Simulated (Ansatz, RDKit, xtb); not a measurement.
# Isomers of C4H4BClF2, a sample narrowed down, part 2 of 2

A sample of isomers of C4H4BClF2 is drawn. Aim: find which of them has the lowest free energy at 298.15 K, then its properties. The sample is small against all isomers, and the most stable one of this formula need not be in it.

xtb, Ansatz and PySCF; isolated molecules. Earlier steps stand in the parts before.

## (6) The relaxed candidates

| label | spin | r2SCAN-D4/def2-SVP (kcal/mol) | B3LYP/def2-SVP, relaxed (kcal/mol) | time |
| --- | --- | --- | --- | --- |
| c038a | singlet | 0.2 | 0.0 | 14 s |
| c134a | singlet | 0.0 | 0.1 | 13 s |
| c484a | singlet | 16.3 | 18.9 | 15 s |

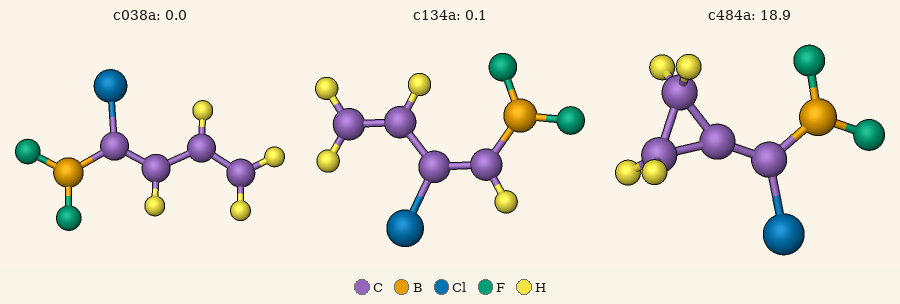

The relaxed structures, with energies at B3LYP/def2-SVP in kcal/mol.

## (7) Harmonic analysis of the finalists

The lowest few in one piece go on as finalists. In this search the thermal terms come from GFN2-xTB at its own nearest minimum. The first, c038a:

File start.xyz:

```xyz
12
c038a
C     -1.974506    -2.531714    -2.344755
C     -1.132602    -2.371703    -1.307216
C     -0.492939    -1.108768    -0.995636
C      0.366167    -0.845573     0.021168
B      0.978183     0.564638     0.234887
Cl     0.839901    -2.093280     1.163448
F      1.814032     0.835542     1.218177
F      0.665355     1.555928    -0.589620
H     -2.221180    -1.701934    -3.014911
H     -2.442262    -3.496618    -2.555330
H     -0.902820    -3.217501    -0.652562
H     -0.723425    -0.261526    -1.651700
```

Started as:

```bash
$ xtb start.xyz --gfn 2 --ohess tight
```

The program printed (excerpt; [...] marks lines left out):

```text
* xtb version 6.7.1
[...]
          :  # basis functions                  42          :
[...]
          :  # electrons                        44          :
[...]
          :  Hamiltonian                  GFN2-xTB          :
[...]
          :  net charge                          0          :
          :  unpaired electrons                  0          :
[...]
   *** convergence criteria satisfied after 14 iterations ***
[...]
   *** GEOMETRY OPTIMIZATION CONVERGED AFTER 6 ITERATIONS ***
[...]
   *** convergence criteria satisfied after 3 iterations ***
[...]
         ::                     SUMMARY                     ::
         :::::::::::::::::::::::::::::::::::::::::::::::::::::
         :: total energy             -25.897930407249 Eh    ::
         :: gradient norm              0.000156770531 Eh/a0 ::
         :: HOMO-LUMO gap              2.627634899693 eV    ::
         ::.................................................::
         :: SCC energy               -26.138594049301 Eh    ::
         :: -> isotropic ES            0.056743379062 Eh    ::
         :: -> anisotropic ES         -0.001463681561 Eh    ::
         :: -> anisotropic XC          0.003566962637 Eh    ::
         :: -> dispersion             -0.008248771186 Eh    ::
         :: repulsion energy           0.240663642052 Eh    ::
         :: add. restraining           0.000000000000 Eh    ::
         :: total charge              -0.000000000000 e     ::
         :::::::::::::::::::::::::::::::::::::::::::::::::::::
[...]
        22        2.0000           -0.4071103             -11.0780 (HOMO)
        23                         -0.3105466              -8.4504 (LUMO)
[...]
molecular dipole:
                 x           y           z       tot (Debye)
 q only:       -0.840      -0.561      -0.868
   full:       -0.743      -0.510      -0.762       3.000
molecular quadrupole (traceless):
[...]
          | TOTAL ENERGY              -25.897930407266 Eh   |
          | TOTAL ENTHALPY            -25.814680946174 Eh   |
          | TOTAL FREE ENERGY         -25.859091736067 Eh   |
          | GRADIENT NORM               0.000156882123 Eh/α |
[...]
```

Run time: 0.14 s. Hardware: 4 threads of Arm Neoverse V2, shared host.

## (8) Thermal terms of the finalists

As xtb prints them, at 298.15 K, with its own treatment of low modes:

| label | SMILES | spin | lowest mode (cm⁻¹) | zero-point (kcal/mol) | G − E (kcal/mol) |
| --- | --- | --- | --- | --- | --- |
| c038a | C=C/C=C(\Cl)B(F)F | singlet | 52 | 46.1 | 24.4 |
| c134a | C=C/C(Cl)=C\B(F)F | singlet | 45 | 46.2 | 24.6 |
| c484a | FB(F)C(Cl)=C1CC1 | singlet | 51 | 46.7 | 25.2 |

## (9) Energies at the top level

Each finalist gets a single point at CCSD(T)/def2-SVP + MP2/def2-TZVPP - MP2/def2-SVP.

c038a, CCSD(T)/def2-SVP:

File input.yaml:

```yaml
crystal:
  periodic: [false, false, false]
  atoms:
    - {symbol: C, position_ang: [-1.974506, -2.531714, -2.344755]}
    - {symbol: C, position_ang: [-1.132602, -2.371703, -1.307216]}
    - {symbol: C, position_ang: [-0.492939, -1.108768, -0.995636]}
    - {symbol: C, position_ang: [0.366167, -0.845573, 0.021168]}
    - {symbol: B, position_ang: [0.978183, 0.564638, 0.234887]}
    - {symbol: Cl, position_ang: [0.839901, -2.093280, 1.163448]}
    - {symbol: F, position_ang: [1.814032, 0.835542, 1.218177]}
    - {symbol: F, position_ang: [0.665355, 1.555928, -0.589620]}
    - {symbol: H, position_ang: [-2.221180, -1.701934, -3.014911]}
    - {symbol: H, position_ang: [-2.442262, -3.496618, -2.555330]}
    - {symbol: H, position_ang: [-0.902820, -3.217501, -0.652562]}
    - {symbol: H, position_ang: [-0.723425, -0.261526, -1.651700]}
basis:
  gaussian:
    orbitals: def2-SVP
correlation:
  method: ccsd_t
  frozen_orbitals: {C: 1, H: 0, B: 1, F: 1, Cl: 5}
```

Started as:

```bash
$ ansatz run input.yaml --threads 4 --pin off --max-ram 7830MiB --events-out events.jsonl --progress --plain --runs-dir runs
```

The program printed (excerpt; [...] marks lines left out):

```text
Warning: RAYON_NUM_THREADS=4 ignored (pool sized by the plan → 4); use --threads N
Functional definition: HF
  name "HF"
[...]
1350 factors; integrals over basis functions are off by at most 1.3e-3 eV
[...]
mean field -22763.06549365 eV, -836.5272275316 hartree, gradient 1.6e-6 eV, S^2 0.000000; 0 other end points of the search recorded, 0 dependent functions left out; unrestricted orbitals would lower it
12 core orbitals not correlated: weight in the atoms' cores, before any rotation towards them, 1.000 or more for the frozen orbitals, at most 0.000 for the correlated occupied ones
reference -22763.06549365 eV, -836.5272275316 hartree; 22, 22 occupied and 102, 102 virtual orbitals, 1350 factors
second order -29.89107352 eV of doubles, -0.00000000 eV of singles
cycle   1  -30.35461540 eV  change   -4.6e-1 eV  update   1.3e-1
[...]
cycle  10  -31.28457842 eV  change   -1.5e-5 eV  update   2.8e-5
perturbative correction -0.97697356 eV, -0.0359031161 hartree
Total energy: -22795.32704563 eV, -837.7128176992 hartree
```

Wall time 25 s (4 threads of Arm Neoverse V2, shared host); peak memory 1.1 GiB.

## (10) c038a at MP2/def2-TZVPP

Changes to input.yaml since step 9:

```diff
@@ -17,5 +17,5 @@
   gaussian:
-    orbitals: def2-SVP
+    orbitals: def2-TZVPP
 correlation:
-  method: ccsd_t
+  method: mp2
   frozen_orbitals: {C: 1, H: 0, B: 1, F: 1, Cl: 5}
```

Started as:

```bash
$ ansatz run input.yaml --threads 4 --pin off --max-ram 7830MiB --events-out events.jsonl --progress --plain --runs-dir runs
```

The program printed:

```text
Warning: RAYON_NUM_THREADS=4 ignored (pool sized by the plan → 4); use --threads N
[... 2 set-up lines as earlier in the session ...]
  exchange = exact_x
  correlation = 0
1947 factors; integrals over basis functions are off by at most 8.9e-4 eV
mean field evaluation 1: about -22774.6575 eV, gradient 4.4e1 eV
mean field evaluation 2: about -22775.0073 eV, gradient 4.4e1 eV
mean field evaluation 4: about -22779.4827 eV, gradient 5.1e0 eV
mean field evaluation 8: about -22779.5856 eV, gradient 4.3e-1 eV
mean field evaluation 16: about -22779.5872 eV, gradient 2.1e-6 eV
mean field -22779.58720081 eV, -837.1343890712 hartree, gradient 2.1e-6 eV, S^2 0.000000; 0 other end points of the search recorded, 0 dependent functions left out; unrestricted orbitals would lower it
12 core orbitals not correlated: weight in the atoms' cores, before any rotation towards them, 1.000 or more for the frozen orbitals, at most 0.000 for the correlated occupied ones
reference -22779.58720081 eV, -837.1343890712 hartree; 22, 22 occupied and 281, 281 virtual orbitals, 1947 factors
second order -38.24363384 eV of doubles, -0.00000000 eV of singles
Total energy: -22817.83083466 eV, -838.5398166924 hartree
```

Run time: 8.4 s. Hardware: 4 threads of Arm Neoverse V2, shared host; peak memory 1 GiB.

## (11) c134a at CCSD(T)/def2-SVP

File input.yaml:

```yaml
crystal:
  periodic: [false, false, false]
  atoms:
    - {symbol: C, position_ang: [-1.683152, -3.844563, 0.265772]}
    - {symbol: C, position_ang: [-1.285457, -2.603904, -0.056207]}
    - {symbol: C, position_ang: [-0.003567, -2.239880, -0.660391]}
    - {symbol: C, position_ang: [0.396333, -0.983466, -0.985491]}
    - {symbol: B, position_ang: [-0.392940, 0.328934, -0.796905]}
    - {symbol: Cl, position_ang: [1.102187, -3.566630, -0.985521]}
    - {symbol: F, position_ang: [0.149224, 1.479343, -1.172885]}
    - {symbol: F, position_ang: [-1.613083, 0.405950, -0.271159]}
    - {symbol: H, position_ang: [-2.664915, -4.011882, 0.715099]}
    - {symbol: H, position_ang: [-1.048516, -4.716226, 0.092214]}
    - {symbol: H, position_ang: [-1.948637, -1.757491, 0.132825]}
    - {symbol: H, position_ang: [1.390620, -0.888988, -1.431913]}
basis:
  gaussian:
    orbitals: def2-SVP
correlation:
  method: ccsd_t
  frozen_orbitals: {C: 1, H: 0, B: 1, F: 1, Cl: 5}
```

Started as:

```bash
$ ansatz run input.yaml --threads 4 --pin off --max-ram 7830MiB --events-out events.jsonl --progress --plain --runs-dir runs
```

The program printed (excerpt; [...] marks lines left out):

```text
Warning: RAYON_NUM_THREADS=4 ignored (pool sized by the plan → 4); use --threads N
[... 2 set-up lines as earlier in the session ...]
[...]
1348 factors; integrals over basis functions are off by at most 1.4e-3 eV
[...]
mean field -22763.00472832 eV, -836.5249944468 hartree, gradient 6.8e-6 eV, S^2 0.000000; 0 other end points of the search recorded, 0 dependent functions left out; unrestricted orbitals would lower it
12 core orbitals not correlated: weight in the atoms' cores, before any rotation towards them, 1.000 or more for the frozen orbitals, at most 0.000 for the correlated occupied ones
reference -22763.00472832 eV, -836.5249944468 hartree; 22, 22 occupied and 102, 102 virtual orbitals, 1348 factors
second order -29.97142939 eV of doubles, -0.00000000 eV of singles
cycle   1  -30.40601658 eV  change   -4.3e-1 eV  update   1.3e-1
[...]
cycle  10  -31.33231909 eV  change   -1.9e-5 eV  update   2.4e-5
perturbative correction -0.98328880 eV, -0.0361351967 hartree
Total energy: -22795.32033620 eV, -837.7125711321 hartree
```

Run time: 24 s. Hardware: 4 threads of Arm Neoverse V2, shared host; peak memory 1.1 GiB.

For c038a, c134a the log finds that unrestricted Hartree-Fock orbitals lie lower, a sign to watch the closed-shell reference there.

## (12) Putting it together

Energies in kcal/mol from c038a; G adds the thermal terms to the CCSD(T)/def2-SVP + MP2/def2-TZVPP - MP2/def2-SVP energy. The columns left of the relaxed level are at the tight-binding geometries.

| label | SMILES | spin | GFN2-xTB | HF/STO-3G | r2SCAN-D4/def2-SVP | B3LYP/def2-SVP | HF/def2-SVP | MP2/def2-SVP | CCSD(T)/def2-SVP + MP2/def2-TZVPP - MP2/def2-SVP | G | share at equilibrium | T1 |
| --- | --- | --- | --- | --- | --- | --- | --- | --- | --- | --- | --- | --- |
| c038a | C=C/C=C(\Cl)B(F)F | singlet | 0.0 | 0.0 | 0.0 | 0.0 | 0.0 | 0.0 | 0.0 | 0.0 | 53.9 % | 0.014 |
| c134a | C=C/C(Cl)=C\B(F)F | singlet | -2.6 | 2.4 | -0.2 | 0.1 | 1.4 | -0.5 | -0.1 | 0.1 | 46.1 % | 0.013 |
| c484a | FB(F)C(Cl)=C1CC1 | singlet | 3.0 | 3.3 | 16.1 | 18.9 | 19.9 | 16.1 | 20.0 | 20.9 | < 0.1 % | 0.013 |

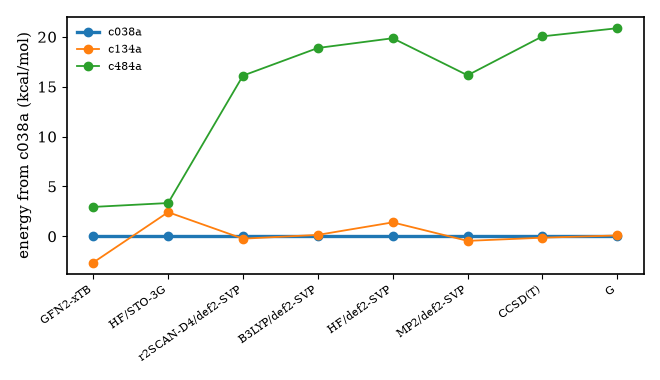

The finalists at each level, measured from c038a.

Lowest found: c038a, `C=C/C=C(\Cl)B(F)F`, a singlet. Bond lengths: C1–C2 1.346 Å, C2–C3 1.450 Å, C3–C4 1.357 Å, C4–B5 1.552 Å, C4–Cl6 1.757 Å, B5–F7 1.319 Å, B5–F8 1.327 Å, C1–H9 1.095 Å, C1–H10 1.093 Å, C2–H11 1.094 Å, C3–H12 1.096 Å. Some angles: C1–C2–C3 123.1°, C2–C3–C4 127.5°, C3–C4–B5 121.9°, C3–C4–Cl6 121.3°, B5–C4–Cl6 116.7°, C4–B5–F7 122.6°, C4–B5–F8 120.0°, F7–B5–F8 117.3°, C1–C2–H11 120.1°, C3–C2–H11 116.9°.

```xyz
12

C    -1.9745   -2.5317   -2.3448
C    -1.1326   -2.3717   -1.3072
C    -0.4929   -1.1088   -0.9956
C     0.3662   -0.8456    0.0212
B     0.9782    0.5646    0.2349
Cl    0.8399   -2.0933    1.1634
F     1.8140    0.8355    1.2182
F     0.6654    1.5559   -0.5896
H    -2.2212   -1.7019   -3.0149
H    -2.4423   -3.4966   -2.5553
H    -0.9028   -3.2175   -0.6526
H    -0.7234   -0.2615   -1.6517
```

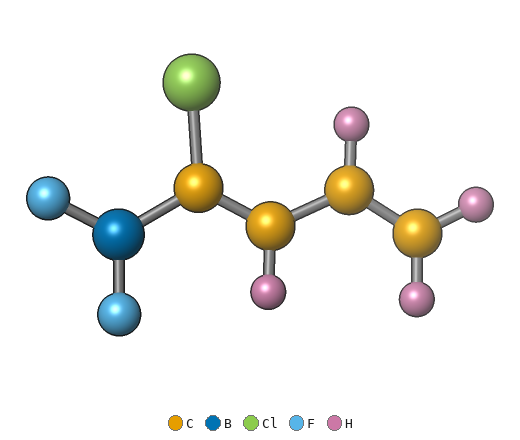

The lowest structure found, seen from a chosen angle (carbon amber, boron blue, chlorine green, fluorine blue, hydrogen pink).

## (13) Outcome

This closing draws on all 2 parts.

| quantity | value |
| --- | --- |
| lowest structure found | C=C/C=C(\Cl)B(F)F, singlet |
| next finalist | C=C/C(Cl)=C\B(F)F, singlet, 0.1 kcal/mol higher in G |
| share at equilibrium, among the finalists | 53.9 % |
| funnel | 13 starts, 13 minima at GFN2-xTB, 11 screening runs, 3 relaxed, 3 ranked |
| CPU time of all runs | 10 min |

What this shows: The lowest structure found is `C=C/C=C(\Cl)B(F)F`. Its margin of 0.1 kcal/mol is inside the likely error of CCSD(T)/def2-SVP + MP2/def2-TZVPP - MP2/def2-SVP with harmonic terms (about 1.5 kcal/mol), so the order of the first two is not settled. The thermal terms turn the order: in electronic energy alone `C=C/C(Cl)=C\B(F)F` is lowest. They come from GFN2-xTB, so the order rests on a rough term. HF/STO-3G, B3LYP/def2-SVP and HF/def2-SVP already put its bonding pattern lowest among the structures in one piece; GFN2-xTB, r2SCAN-D4/def2-SVP and MP2/def2-SVP favour the singlet C=C/C(Cl)=C\B(F)F. The largest share of the time went into the final energies (60 %). 3 minima inside the window were never screened. The search is not exhaustive (a finite list of starts, one conformer a finalist), so a lower isomer can't be ruled out. Only 7 drawn patterns were tried, so whole families of isomers are missing, and the result ranks this sample alone.
